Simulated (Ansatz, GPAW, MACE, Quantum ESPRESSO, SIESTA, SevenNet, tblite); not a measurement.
# tblite runs on random packing of 77WO3-23Li2O (mol %) (98 atoms)

Wanted: tblite inputs and outputs for random packing of 77WO3-23Li2O (mol %) (98 atoms), checked against a plane-wave reference.

Main program and level: tblite 0.8.0; the method is named at each step.

### Step 1. The structure

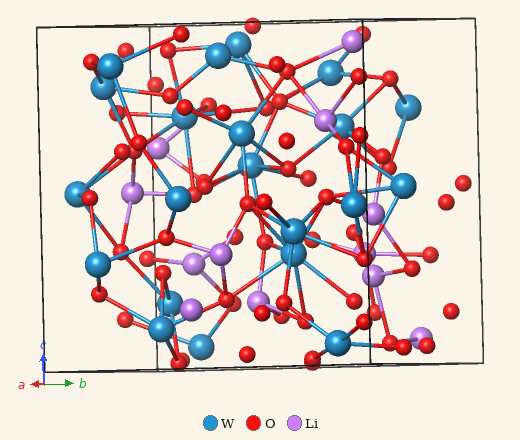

The cell as given, slightly off an axis (tungsten blue, oxygen red, lithium purple). Bonds to atoms that aren't drawn are left out. Some periodic images of atoms are drawn too.

The cell holds 98 atoms: 20 W, 66 O and 12 Li. Cell: a = 10.952 Å, b = 10.952 Å, c = 10.952 Å, α = 90.0°, β = 90.0°, γ = 90.0°. 98 atoms (20 W, 66 O, 12 Li) packed at random in a cube at 6.09 g/cm³ and pushed apart as soft spheres, cations and anions kept from their own kind; a start for melting by ab initio MD, not an equilibrated structure. Then every atom was moved at random, 0.05 Å r.m.s. a Cartesian component.

The yardstick, on the same geometry:

| Quantity | Value |
| --- | --- |
| method | Kohn-Sham DFT, PBE, PAW, plane waves (Ansatz 0.2.0); cutoff 420 eV, Γ point, fermi-dirac smearing of 0.05 eV; PAW set soft_2 |
| r.m.s. force component | 2.007 eV/Å |
| longest force | 6.409 eV/Å |
| pressure | -27.85 GPa |
| SCF cycles | 13 |
| time | 34 s on 4 threads of Arm Neoverse V1, shared host |
| CPU time | 2 min |

### Step 2. GFN1-xTB

Method: GFN1-xTB tight binding, diagonalisation.

Input file run.py:

```python
import numpy as np
from ase.io import read
from tblite.ase import TBLite

atoms = read("structure.xyz")
atoms.calc = TBLite(method="GFN1-xTB", electronic_temperature=580, accuracy=1.0, max_iterations=250, mixer_damping=0.4, verbosity=1)
energy = atoms.get_potential_energy()
forces = atoms.get_forces()
print(f"energy {energy:.6f} eV")
print("forces (eV/A)")
for i, (a, f) in enumerate(zip(atoms, forces)):
    print(f"{i:4d} {a.symbol:2s} {f[0]:10.5f} {f[1]:10.5f} {f[2]:10.5f}")
stress = -atoms.get_stress(voigt=False) * 160.21766
print("stress (GPa, compression positive)")
for row in stress:
    print(" ".join(f"{x:10.4f}" for x in row))
print("charges (e)")
print(np.array2string(atoms.get_charges(), precision=4, suppress_small=True, max_line_width=110, threshold=100000))
```

Input file structure.xyz:

```xyz
98
Lattice="10.95180 0.00000 0.00000 0.00000 10.95180 0.00000 0.00000 0.00000 10.95180" Properties=species:S:1:pos:R:3 pbc="T T T"
W 6.57437 0.68996 9.03688
W 0.53970 8.81861 8.17212
W 4.35871 4.80576 6.44174
W 2.67476 2.41586 0.72501
W 7.58533 5.64291 7.43704
W 6.31065 6.84893 3.59241
W 7.25305 10.91851 5.64675
W 4.99961 2.21117 2.11184
W 10.30159 4.40021 5.39880
W 3.91888 7.72923 7.60252
W 10.73704 2.37085 9.65916
W 8.55555 9.04257 0.70376
W 3.93783 2.47587 8.04935
W 6.61489 4.57895 9.93493
W 3.94057 4.33122 10.28714
W 10.08847 1.57542 3.38367
W 8.08999 2.96049 1.29352
W 8.65389 7.68334 4.28544
W 9.68106 10.08573 5.07353
W 2.08227 6.77018 9.32863
O 10.92431 7.34263 1.70038
O 2.42911 3.54915 4.19892
O 6.99962 2.68297 3.07789
O 3.38038 6.37909 0.14719
O 7.54776 10.89901 0.52361
O 7.58598 9.62236 9.15888
O 4.59647 10.22066 3.03387
O 9.70757 1.22594 5.49518
O 10.84568 7.46672 5.23124
O 2.53315 0.06462 10.18561
O 8.74687 3.43153 4.18830
O 6.08756 2.82502 0.21049
O 4.08108 0.26788 8.20772
O 4.32585 5.20846 3.99697
O 7.77819 5.86075 5.20375
O 8.25897 9.90097 3.35925
O 0.24751 7.24144 10.53936
O 8.61085 1.00417 9.82606
O 0.22583 0.23908 9.09558
O 3.10790 10.91128 5.11887
O 9.96526 10.43422 7.27178
O 7.82506 9.22755 6.94048
O 2.92150 10.92059 1.65591
O 5.88692 8.70449 2.03233
O 4.01099 2.75164 5.56384
O 8.08133 5.82362 0.42033
O 4.11799 5.74827 8.44471
O 4.20352 2.06650 10.15834
O 5.19729 6.80939 1.44367
O 6.85134 7.58708 0.23371
O 10.03064 10.45546 1.34466
O 2.71824 8.98398 9.09262
O 1.41552 2.20033 5.96577
O 1.17217 3.87672 10.88729
O 1.67092 2.50501 8.39094
O 0.06571 9.28034 3.48136
[... 38 atom lines left out ...]
Li 4.51696 5.00946 2.09453
Li 4.69438 0.92444 5.65573
Li 10.34463 4.77236 1.86334
Li 1.48966 0.71526 7.08220
```

The run is started by

```sh
$ OMP_NUM_THREADS=1 python run.py > output.txt
```

The program printed:

```text
------------------------------------------------------------
  cycle        total energy    energy error   density error
------------------------------------------------------------
      1     -291.9934197626  -2.9182464E+02   1.6503695E+00
      2      94.96749406846   3.8696091E+02   2.7914498E+00
      3     -37.79970722760  -1.3276720E+02   1.8713569E+00
      4     -304.7534766730  -2.6695377E+02   1.1047627E+00
      5     -335.7514340954  -3.0997957E+01   7.0752018E-01
      6     -232.9343734314   1.0281706E+02   1.1639291E+00
      7     -282.3265746372  -4.9392201E+01   1.0012662E+00
      8     -304.0972605781  -2.1770686E+01   8.1306359E-01
      9     -292.0879609587   1.2009300E+01   8.2723041E-01
     10     -330.3476692681  -3.8259708E+01   5.7736624E-01
     11     -333.6037888598  -3.2561196E+00   5.3350615E-01
     12     -348.9813433165  -1.5377554E+01   3.5121384E-01
     13     -351.0010070836  -2.0196638E+00   2.9110634E-01
     14     -353.9175347952  -2.9165277E+00   2.0191976E-01
     15     -354.4106034091  -4.9306861E-01   1.7038884E-01
     16     -350.7652853005   3.6453181E+00   2.3369966E-01
     17     -352.8337147951  -2.0684295E+00   2.0510973E-01
     18     -354.3593501644  -1.5256354E+00   1.3146503E-01
     19     -353.5752037686   7.8414640E-01   1.6050750E-01
     20     -354.4265817071  -8.5137794E-01   1.2173858E-01
     21     -355.0371382938  -6.1055659E-01   8.3736964E-02
     22     -354.6286114445   4.0852685E-01   1.0490942E-01
     23     -355.1486420469  -5.2003060E-01   7.1543692E-02
     24     -355.3450410462  -1.9639900E-01   4.9444000E-02
[...]
41     -355.5035969695  -2.1691234E-06   1.7194692E-04
     42     -355.5035978342  -8.6467952E-07   1.2297551E-04
     43     -355.5035984013  -5.6712565E-07   6.6974140E-05
     44     -355.5035985325  -1.3118859E-07   4.6737866E-05
     45     -355.5035986114  -7.8947039E-08   2.9301333E-05
     46     -355.5035986159  -4.4419721E-09   2.3985686E-05
     47     -355.5035986169  -1.0260237E-09   2.2713669E-05
     48     -355.5035986392  -2.2310417E-08   1.3852337E-05
------------------------------------------------------------
 total:                                   6.890 sec
energy -9673.745656 eV
forces (eV/A)
   0 W     3.68743   -0.57857   -0.43727
   1 W    -3.23375    0.40345   -1.95258
   2 W     0.45619   -1.72076   -4.32507
   3 W    -2.63920   -1.48690   -0.31536
   4 W     2.99274   -3.19966    0.32116
   5 W    -5.04892   -1.13932   -3.93381
   6 W    -1.24053    2.80937    3.31798
   7 W     3.24675   -4.00826    0.23429
   8 W     3.37854   -1.51500    1.46049
   9 W    -1.64148    4.81101   -4.45267
  10 W     3.47782   -3.29622    0.70485
  11 W    -0.45461    2.11533   -0.63319
  12 W    -2.78803   -3.24073    1.43022
  13 W     0.89958    1.28610    0.24800
  14 W    -1.21285    1.49199   -0.53710
  15 W    -0.57610   -0.92644    0.21164
  16 W    -3.18117    0.52129    1.81040
  17 W     3.07488    1.70472    0.31094
  18 W     7.17058    0.86518    0.51726
  19 W    -2.64889   -2.86191    2.57565
  20 O     0.42099    0.03529   -1.61864
  21 O     0.64619   -1.39403    0.65979
  22 O    -2.11728    1.07077   -2.68945
  23 O    -1.32635   -1.04928   -2.92990
[...]
90 Li   -0.32620    0.23176   -0.34763
  91 Li   -1.29794    0.20774   -0.36376
  92 Li    0.70237    0.49759   -0.06523
  93 Li    0.36917    0.37257    0.26532
  94 Li   -0.78878    0.96550    0.46675
  95 Li   -1.11290   -0.06379   -0.51628
  96 Li    1.07953    0.71639   -0.80432
  97 Li    0.06347    0.15430   -0.21893
stress (GPa, compression positive)
  -17.2362     2.5620    -1.5357
    2.5620   -22.0762     1.0812
   -1.5357     1.0812   -19.6670
charges (e)
[ 1.4431  1.2553  1.1353  0.7517  1.0162  0.9971  0.986   0.9022  1.1952  0.9769  1.5438  1.5747  0.9452
  0.811   0.3735  0.989   1.0039  0.7457  0.994   0.8833 -0.35   -0.3158 -0.3336 -0.331  -0.3908 -0.4805
 -0.2633 -0.3945 -0.4068 -0.3064 -0.4927 -0.4759 -0.443  -0.4439 -0.5016 -0.5038 -0.3106 -0.4858 -0.4155
 -0.3063 -0.3979 -0.4143 -0.2299 -0.286  -0.4008 -0.2578 -0.5264 -0.4606 -0.3057 -0.3025 -0.4258 -0.4513
 -0.345  -0.433  -0.4049 -0.3479 -0.3711 -0.5079 -0.3722 -0.3396 -0.4527 -0.3765 -0.4977 -0.459  -0.3349
 -0.2688 -0.5127 -0.3092 -0.3858 -0.2912 -0.4772 -0.3449 -0.379  -0.3657 -0.3581 -0.353  -0.5215 -0.3176
 -0.3346 -0.3779 -0.3594 -0.4725 -0.4002 -0.44   -0.4383 -0.479   0.4991  0.4575  0.4779  0.3997  0.3728
  0.4428  0.4244  0.4351  0.4072  0.4769  0.3962  0.5269]
```

It took 7.5 s on 1 thread of Arm Neoverse V1, shared host; peak memory 0.13 GiB.

Banners, paths, timers and routine set-up lines are dropped from the logs unmarked, and long logs keep their key lines alone; longer cuts are marked.

Against the reference:

- r.m.s. force component: 1.961 eV/Å
- r.m.s. difference of force components: 612 meV/Å
- longest difference of force vectors: 3617 meV/Å
- force difference over r.m.s. force: 30.49 %
- slope of forces against the reference's: 0.9307
- correlation of force components: 0.9527
- pressure: -19.66 GPa
- pressure difference: 8.195 GPa

Length of the force difference by element (eV/Å):

| element | atoms | mean | most |
| --- | --- | --- | --- |
| Li | 12 | 0.37 | 0.71 |
| O | 66 | 0.69 | 1.7 |
| W | 20 | 1.7 | 3.6 |

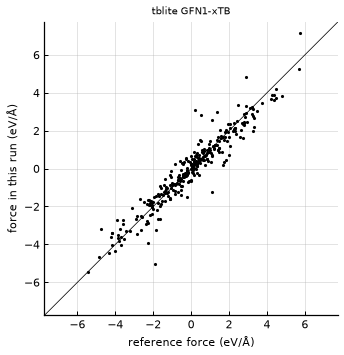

Force components against those of the reference; the line marks equality.

The surroundings of W15, whose charge lies farthest from its element's mean, nearest first, numbered as they follow in the input and with coordinates relative to it.

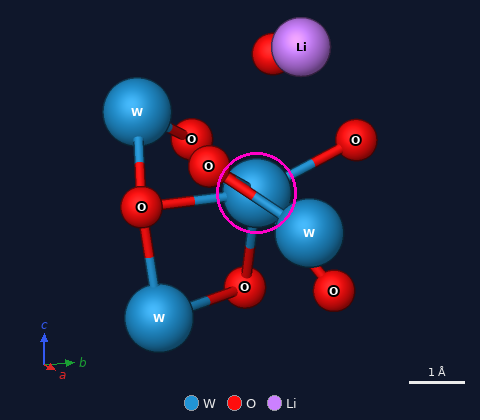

The atoms of the table, within 2.9 Å (arrows a, b, c point along x, y, z); some may hide others; the central atom is ringed.

| atom | x | y | z | distance (Å) | bonds | Mulliken charge (e) | Fx | Fy | Fz (eV/Å) |
| --- | --- | --- | --- | --- | --- | --- | --- | --- | --- |
| W15 | 0.00 | 0.00 | 0.00 | 0.00 | 3 | 0.37 | -1.21 | 1.49 | -0.54 |
| O24 | -0.56 | 2.05 | 0.81 | 2.27 | 2 | -0.33 | -1.33 | -1.05 | -2.93 |
| O48 | 0.26 | -2.26 | -0.13 | 2.28 | 3 | -0.46 | -1.66 | 2.29 | -1.82 |
| O47 | 0.18 | 1.42 | -1.84 | 2.33 | 4 | -0.53 | -0.43 | 1.62 | -1.70 |
| W4 | -1.27 | -1.92 | 1.39 | 2.68 | 4 | 0.75 | -2.64 | -1.49 | -0.32 |
| O83 | -1.78 | 0.27 | -2.02 | 2.71 | 1 | -0.40 | 0.35 | 1.46 | 1.20 |
| W14 | 2.67 | 0.25 | -0.35 | 2.71 | 4 | 0.81 | 0.90 | 1.29 | 0.25 |
| O32 | 2.15 | -1.51 | 0.88 | 2.76 | 3 | -0.48 | 1.96 | 0.52 | 2.95 |
| O60 | -1.50 | 0.73 | 2.32 | 2.86 | 1 | -0.34 | 1.68 | -1.32 | -0.60 |
| O54 | -2.77 | -0.45 | 0.60 | 2.87 | 2 | -0.43 | -0.24 | -3.27 | -1.71 |
| Li95 | 0.58 | 0.68 | 2.76 | 2.90 | 3 | 0.41 | -0.79 | 0.97 | 0.47 |
| W13 | 0.00 | -1.86 | -2.24 | 2.91 | 5 | 0.95 | -2.79 | -3.24 | 1.43 |

Atoms are counted from 1 here, from 0 in the log.

Forces lie 30 % from the reference's, at 0.062 times its CPU time (on 1 against 4 cores).

### Step 3. What came out

- force difference from the reference: tblite GFN1-xTB, 30 %
- its CPU time: 7.5 s

**Reading.** Tight binding differs by 30 % (tblite GFN1-xTB); it is another model, with fitted parameters of its own, and the xTB methods hold dispersion. One electronic-structure run takes under half the reference's CPU time: tblite GFN1-xTB, at 30 % in 7.5 s against 2 min; its pressure misses by +8.2 GPa. Periodic xTB results under one method name differ between programs and library versions. The reference's pressure of -28 GPa says that the cell would shrink at this level of theory. The runs have no spin polarisation, so moments on W can't form, and no Hubbard term. The electronic-structure runs sample only Γ, in a cell whose shortest periodic width is 11 Å, which is coarse for a cell with partly filled levels. Spin–orbit coupling is left out, which matters for the levels of the heavy elements.

[Also dropped from logs without a mark: logging warnings of Python, and SIESTA's first energy breakdown and zero terms.]

[Logs are printed without paths, hosts, clocks, repeated set-up lines and the standing remarks that a program may print on its own settings, such as how far it seeks lower states.]

[Hosts, paths, dates, database ids (printed as entryN), source tags and the programs' standing remarks are cut or masked in the printed files.]
